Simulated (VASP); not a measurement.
Band structure of Au (space group Fm-3m). Computed with PBE GGA, VASP's PBE PAW potentials (set 64) (plane waves; VASP).

Unless said otherwise, spin-orbit coupling is left out, though it shifts the bands of the heavy elements here.

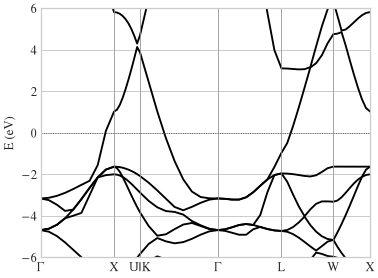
Figure. Bands along high-symmetry lines, zero at the valence-band maximum or, without a gap, the Fermi level

Read the plot: is there a gap, and where are the band edges?

It has no gap at this level: it comes out as a metal or semimetal.

The structure is a typed Au crystal (Fm-3m). The cell was not relaxed at this level.
